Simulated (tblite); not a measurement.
**Geometry relaxation of C₂H₄F₂O₂ (part 3 of 3)**

Continued. System: C₂H₄F₂O₂, SMILES OCC(O)(F)F. Method: IPEA1-xTB, R-SCC (tblite 0.8.0). The geometry comes from this level: GFN2-xTB.

Geometry of the input (Å):
```
O  -0.9016  -1.4895  -0.3469
C  -0.1096  -0.7916  0.5597
C  0.1096  0.6629  0.1288
O  0.5133  0.7281  -1.1495
F  -1.0124  1.4186  0.3149
F  1.0292  1.2528  0.9570
H  -0.5301  -1.3874  -1.2325
H  0.8875  -1.2409  0.6743
H  -0.6267  -0.7996  1.5211
H  0.6407  1.6465  -1.4270
```

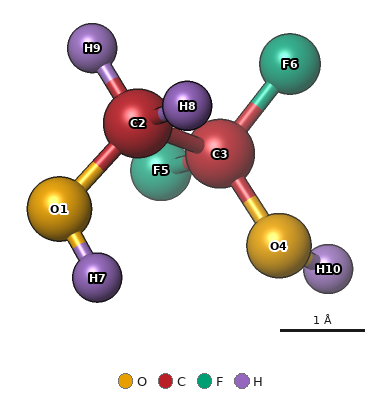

The geometry at step 49 of the log (ball-and-stick view, seen at a tilt; atoms are numbered from 1 in the order of the input).

Trajectory as extended XYZ, continued
```
10
Properties=species:S:1:pos:R:3:forces:R:3 step=42 energy=-745.29538
O    -0.9966   -1.4192   -0.2923    0.0054   0.0092   0.0061
C    -0.0760   -0.7879    0.5440    0.0159   0.0091   0.0068
C     0.1189    0.6704    0.1279    0.0096  -0.0014  -0.0049
O     0.6394    0.7398   -1.1078    0.0053  -0.0008  -0.0221
F    -1.0932    1.3216    0.1932   -0.0105   0.0010  -0.0062
F     0.9146    1.3304    1.0464   -0.0001   0.0000   0.0143
H    -0.6581   -1.4361   -1.1985   -0.0121   0.0097  -0.0052
H     0.9103   -1.2714    0.5395    0.0137  -0.0140   0.0100
H    -0.4817   -0.8021    1.5555   -0.0187  -0.0140   0.0055
H     0.7224    1.6547   -1.4078   -0.0086   0.0012  -0.0043
10
Properties=species:S:1:pos:R:3:forces:R:3 step=43 energy=-745.29544
O    -0.9979   -1.4182   -0.2901    0.0013   0.0015   0.0020
C    -0.0745   -0.7879    0.5439    0.0031   0.0000   0.0064
C     0.1187    0.6706    0.1278    0.0092   0.0011  -0.0068
O     0.6427    0.7398   -1.1066    0.0042   0.0037  -0.0131
F    -1.0949    1.3200    0.1891   -0.0020  -0.0088  -0.0067
F     0.9101    1.3320    1.0487    0.0060   0.0052   0.0096
H    -0.6628   -1.4351   -1.1975   -0.0089   0.0124  -0.0004
H     0.9116   -1.2721    0.5360    0.0080  -0.0060   0.0112
H    -0.4779   -0.8035    1.5565   -0.0112  -0.0089  -0.0014
H     0.7250    1.6544   -1.4076   -0.0097  -0.0002  -0.0009
10
Properties=species:S:1:pos:R:3:forces:R:3 step=44 energy=-745.29548
O    -0.9963   -1.4182   -0.2906   -0.0127  -0.0080  -0.0013
C    -0.0742   -0.7879    0.5445   -0.0013  -0.0007  -0.0021
C     0.1187    0.6706    0.1279    0.0042  -0.0054   0.0034
O     0.6410    0.7389   -1.1072    0.0107   0.0022  -0.0143
F    -1.0946    1.3207    0.1902   -0.0050  -0.0119  -0.0072
F     0.9107    1.3316    1.0480    0.0159   0.0122   0.0107
H    -0.6621   -1.4325   -1.1983   -0.0035   0.0129  -0.0039
H     0.9120   -1.2721    0.5380    0.0092  -0.0016   0.0113
H    -0.4796   -0.8045    1.5562   -0.0069  -0.0019   0.0040
H     0.7244    1.6533   -1.4087   -0.0107   0.0023  -0.0006
10
Properties=species:S:1:pos:R:3:forces:R:3 step=45 energy=-745.29553
O    -0.9950   -1.4181   -0.2916   -0.0109  -0.0097  -0.0028
C    -0.0741   -0.7878    0.5451   -0.0058  -0.0078  -0.0023
C     0.1189    0.6705    0.1281    0.0022  -0.0055   0.0046
O     0.6393    0.7380   -1.1080    0.0101   0.0039   0.0015
F    -1.0943    1.3211    0.1918    0.0030  -0.0142  -0.0076
F     0.9122    1.3314    1.0473    0.0128   0.0105   0.0000
H    -0.6608   -1.4301   -1.1994   -0.0021   0.0127  -0.0013
H     0.9122   -1.2722    0.5404    0.0030   0.0026   0.0089
H    -0.4817   -0.8052    1.5561   -0.0012   0.0039  -0.0001
H     0.7232    1.6522   -1.4098   -0.0111   0.0035  -0.0009
10
Properties=species:S:1:pos:R:3:forces:R:3 step=46 energy=-745.29557
O    -0.9931   -1.4185   -0.2933   -0.0044  -0.0074  -0.0021
C    -0.0744   -0.7878    0.5458   -0.0056  -0.0102  -0.0018
C     0.1192    0.6704    0.1285    0.0014  -0.0054   0.0040
O     0.6367    0.7368   -1.1090    0.0105   0.0032   0.0130
F    -1.0936    1.3219    0.1944    0.0078  -0.0129  -0.0063
F     0.9151    1.3309    1.0460    0.0057   0.0054  -0.0093
H    -0.6583   -1.4267   -1.2009   -0.0024   0.0110   0.0002
H     0.9122   -1.2718    0.5441   -0.0030   0.0031   0.0051
H    -0.4849   -0.8058    1.5557    0.0016   0.0083  -0.0021
H     0.7210    1.6507   -1.4114   -0.0117   0.0050  -0.0006
10
Properties=species:S:1:pos:R:3:forces:R:3 step=47 energy=-745.29560
O    -0.9922   -1.4187   -0.2941    0.0036  -0.0042  -0.0003
C    -0.0745   -0.7881    0.5463   -0.0030  -0.0076  -0.0004
C     0.1193    0.6701    0.1289    0.0027  -0.0042   0.0008
O     0.6359    0.7359   -1.1093    0.0106   0.0015   0.0174
F    -1.0933    1.3218    0.1952    0.0096  -0.0109  -0.0036
F     0.9163    1.3311    1.0455   -0.0022  -0.0005  -0.0145
H    -0.6575   -1.4237   -1.2018   -0.0033   0.0092   0.0010
H     0.9125   -1.2715    0.5460   -0.0083   0.0013   0.0019
H    -0.4863   -0.8064    1.5557    0.0024   0.0103  -0.0033
H     0.7198    1.6496   -1.4125   -0.0121   0.0051   0.0011
10
Properties=species:S:1:pos:R:3:forces:R:3 step=48 energy=-745.29566
O    -0.9919   -1.4190   -0.2941    0.0135  -0.0001   0.0019
C    -0.0743   -0.7887    0.5468    0.0012   0.0006   0.0014
C     0.1196    0.6697    0.1293    0.0050  -0.0021  -0.0047
O     0.6367    0.7351   -1.1088    0.0109  -0.0020   0.0153
F    -1.0933    1.3206    0.1941    0.0082  -0.0072   0.0014
F     0.9162    1.3321    1.0455   -0.0114  -0.0083  -0.0158
H    -0.6586   -1.4195   -1.2024   -0.0041   0.0068   0.0008
H     0.9132   -1.2713    0.5471   -0.0141  -0.0029  -0.0018
H    -0.4864   -0.8074    1.5560    0.0030   0.0121  -0.0034
H     0.7188    1.6485   -1.4135   -0.0122   0.0033   0.0048
10
Properties=species:S:1:pos:R:3:forces:R:3 step=49 energy=-745.29572
O    -0.9924   -1.4192   -0.2929    0.0189   0.0023   0.0033
C    -0.0736   -0.7893    0.5471    0.0043   0.0091   0.0019
C     0.1199    0.6692    0.1294    0.0057  -0.0002  -0.0090
O     0.6398    0.7348   -1.1076    0.0099  -0.0051   0.0063
F    -1.0938    1.3183    0.1909    0.0037  -0.0033   0.0055
F     0.9142    1.3337    1.0463   -0.0159  -0.0132  -0.0105
H    -0.6621   -1.4156   -1.2023   -0.0034   0.0050  -0.0005
H     0.9142   -1.2716    0.5464   -0.0162  -0.0076  -0.0036
H    -0.4848   -0.8083    1.5566    0.0041   0.0133  -0.0019
H     0.7185    1.6480   -1.4138   -0.0111  -0.0003   0.0085
10
Properties=species:S:1:pos:R:3:forces:R:3 step=50 energy=-745.29577
O    -0.9933   -1.4193   -0.2909    0.0167   0.0024   0.0023
C    -0.0725   -0.7899    0.5472    0.0053   0.0132   0.0011
C     0.1205    0.6687    0.1292    0.0043   0.0006  -0.0100
O     0.6442    0.7349   -1.1060    0.0057  -0.0062  -0.0043
F    -1.0945    1.3154    0.1864   -0.0018   0.0003   0.0061
F     0.9108    1.3356    1.0475   -0.0140  -0.0137  -0.0005
H    -0.6670   -1.4123   -1.2017   -0.0009   0.0043  -0.0016
H     0.9150   -1.2723    0.5444   -0.0127  -0.0108  -0.0030
H    -0.4819   -0.8089    1.5574    0.0056   0.0140   0.0001
H     0.7187    1.6482   -1.4135   -0.0082  -0.0040   0.0099
10
Properties=species:S:1:pos:R:3:forces:R:3 step=51 energy=-745.29581
O    -0.9940   -1.4193   -0.2892    0.0080   0.0005  -0.0002
C    -0.0715   -0.7901    0.5471    0.0042   0.0097  -0.0004
C     0.1209    0.6683    0.1288    0.0008  -0.0004  -0.0066
O     0.6480    0.7352   -1.1050   -0.0002  -0.0048  -0.0097
F    -1.0953    1.3129    0.1829   -0.0044   0.0022   0.0022
F     0.9076    1.3369    1.0486   -0.0073  -0.0101   0.0081
H    -0.6711   -1.4103   -1.2011    0.0022   0.0046  -0.0017
H     0.9155   -1.2732    0.5425   -0.0053  -0.0109  -0.0009
H    -0.4794   -0.8089    1.5580    0.0065   0.0139   0.0017
H     0.7190    1.6486   -1.4127   -0.0046  -0.0047   0.0074
10
Properties=species:S:1:pos:R:3:forces:R:3 step=52 energy=-745.29584
O    -0.9941   -1.4194   -0.2883   -0.0006  -0.0011  -0.0020
C    -0.0709   -0.7900    0.5471    0.0020   0.0019  -0.0012
C     0.1212    0.6681    0.1284   -0.0021  -0.0017  -0.0016
O     0.6498    0.7352   -1.1046   -0.0046  -0.0025  -0.0087
F    -1.0957    1.3116    0.1813   -0.0042   0.0027  -0.0027
F     0.9060    1.3373    1.0491   -0.0009  -0.0059   0.0112
H    -0.6730   -1.4091   -1.2008    0.0044   0.0050  -0.0009
H     0.9156   -1.2739    0.5417    0.0019  -0.0087   0.0008
H    -0.4780   -0.8084    1.5582    0.0059   0.0128   0.0023
H     0.7192    1.6488   -1.4122   -0.0017  -0.0024   0.0027
10
Properties=species:S:1:pos:R:3:forces:R:3 step=53 energy=-745.29585
O    -0.9937   -1.4196   -0.2882   -0.0056  -0.0016  -0.0023
C    -0.0707   -0.7900    0.5472    0.0002  -0.0052  -0.0012
C     0.1213    0.6679    0.1282   -0.0033  -0.0028   0.0019
O     0.6500    0.7350   -1.1047   -0.0066   0.0003  -0.0046
F    -1.0958    1.3112    0.1812   -0.0025   0.0024  -0.0059
F     0.9056    1.3371    1.0492    0.0026  -0.0029   0.0098
H    -0.6733   -1.4080   -1.2010    0.0051   0.0047   0.0001
H     0.9155   -1.2744    0.5420    0.0059  -0.0057   0.0013
H    -0.4778   -0.8078    1.5583    0.0041   0.0106   0.0022
H     0.7189    1.6486   -1.4120    0.0001   0.0001  -0.0014
10
Properties=species:S:1:pos:R:3:forces:R:3 step=54 energy=-745.29587
O    -0.9930   -1.4198   -0.2887   -0.0074  -0.0014  -0.0020
C    -0.0706   -0.7900    0.5473   -0.0006  -0.0086  -0.0002
C     0.1214    0.6676    0.1281   -0.0031  -0.0030   0.0034
O     0.6493    0.7345   -1.1051   -0.0064   0.0030   0.0011
F    -1.0957    1.3112    0.1817    0.0001   0.0013  -0.0066
F     0.9061    1.3366    1.0490    0.0031  -0.0016   0.0050
H    -0.6726   -1.4065   -1.2015    0.0045   0.0037   0.0014
H     0.9153   -1.2748    0.5430    0.0066  -0.0024   0.0010
H    -0.4782   -0.8071    1.5583    0.0018   0.0067   0.0016
H     0.7181    1.6482   -1.4122    0.0013   0.0023  -0.0046
10
Properties=species:S:1:pos:R:3:forces:R:3 step=55 energy=-745.29588
O    -0.9924   -1.4200   -0.2893   -0.0047  -0.0003  -0.0003
C    -0.0707   -0.7901    0.5475   -0.0011  -0.0073   0.0003
C     0.1214    0.6674    0.1282   -0.0017  -0.0018   0.0024
O     0.6485    0.7341   -1.1054   -0.0037   0.0037   0.0036
F    -1.0955    1.3114    0.1822    0.0013   0.0000  -0.0043
F     0.9067    1.3360    1.0489    0.0014  -0.0016   0.0005
H    -0.6717   -1.4051   -1.2019    0.0030   0.0022   0.0020
H     0.9153   -1.2750    0.5442    0.0040  -0.0002   0.0001
H    -0.4788   -0.8064    1.5582    0.0000   0.0024   0.0009
H     0.7172    1.6478   -1.4126    0.0015   0.0028  -0.0052
10
Properties=species:S:1:pos:R:3:forces:R:3 step=56 energy=-745.29588
O    -0.9922   -1.4202   -0.2894   -0.0014   0.0003   0.0006
C    -0.0707   -0.7903    0.5476   -0.0007  -0.0030   0.0006
C     0.1213    0.6673    0.1283   -0.0001  -0.0005   0.0003
O     0.6483    0.7340   -1.1055   -0.0009   0.0026   0.0024
F    -1.0954    1.3115    0.1821    0.0008  -0.0008  -0.0012
F     0.9069    1.3358    1.0490   -0.0004  -0.0021  -0.0011
H    -0.6715   -1.4043   -1.2020    0.0016   0.0011   0.0019
H     0.9155   -1.2751    0.5445    0.0004   0.0006  -0.0004
H    -0.4790   -0.8062    1.5583   -0.0005  -0.0002   0.0005
H     0.7168    1.6476   -1.4128    0.0011   0.0020  -0.0037
```

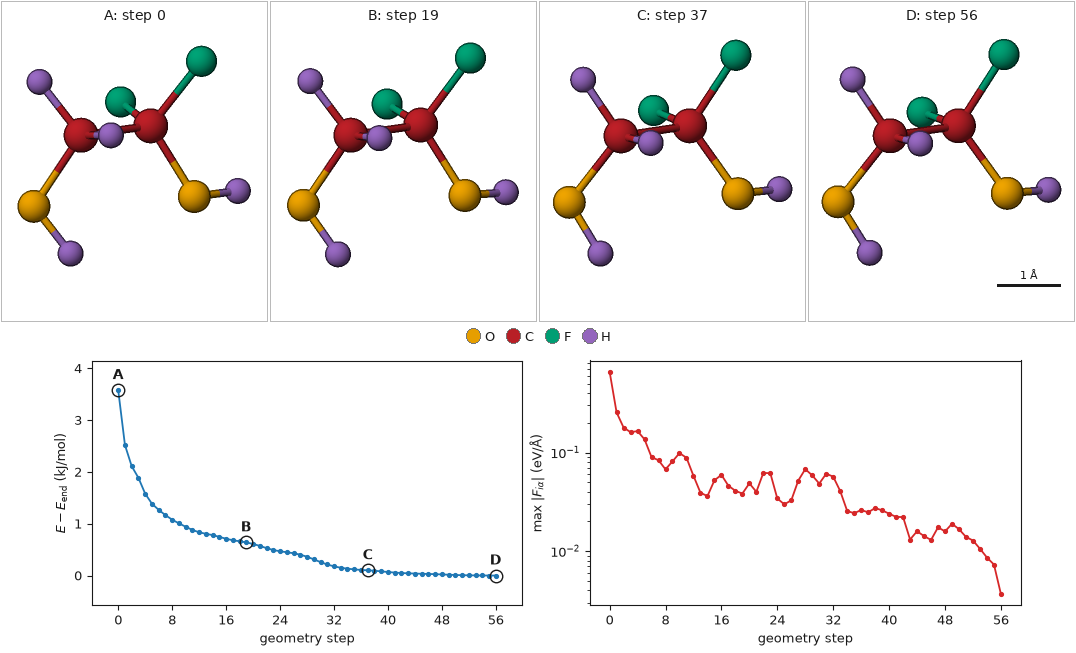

Frames of the relaxation (ball-and-stick view, seen at a tilt) above the curves, on which the letters mark them (steps are counted from 0).

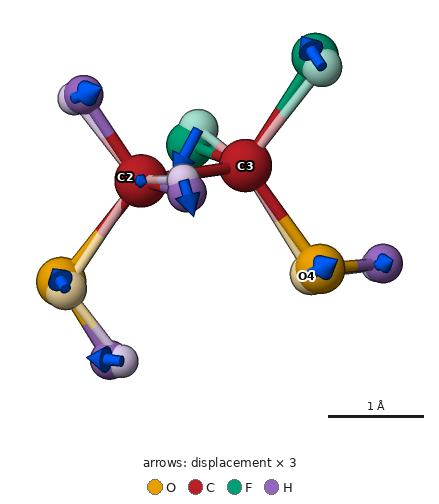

Start (faint) and end (solid) with the displacements as blue arrows, magnified 3 times (ball-and-stick view, seen at a tilt). The two geometries are laid on each other by the best rigid fit. Over 56 geometry steps the energy falls by 3.58 kJ/mol. Largest force component: 0.66 eV/Å at the start, 0.0037 eV/Å at the end. The largest move after the best rigid fit is that of F5, 0.19 Å. Largest moves by element: F 0.19 Å, H 0.15 Å, O 0.14 Å, C 0.04 Å. Among the contacts that change: C3–F5 1.366 → 1.378 Å. Among the angles that change: C2–C3–F5 111.7° → 108.9°. (Atoms are counted from 1 in the order of the input.)

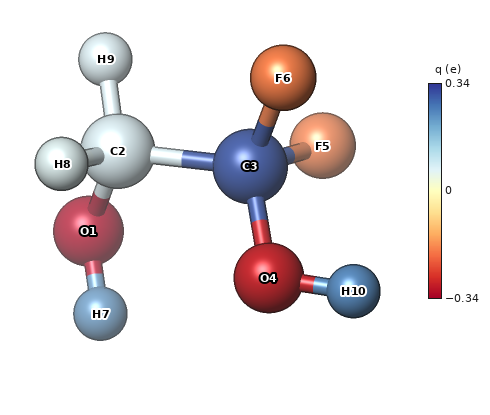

Mulliken charges, as the colour of each atom (ball-and-stick view, seen at a tilt; atoms are numbered from 1 in the order of the input). By element: O −0.32 to −0.29, C +0.07 to +0.30, F −0.18 and H +0.06 to +0.24 e.

Key numbers

| quantity | value |
| --- | --- |
| outcome | converged |
| total energy | −27.389119 hartree |
| largest force | 0.004 eV/Å |
| dipole moment | 2.68 D |
| wall time | 1.9 s |
| peak memory | 0.11 GiB |

Settings chosen away from the usual ones: fmax.
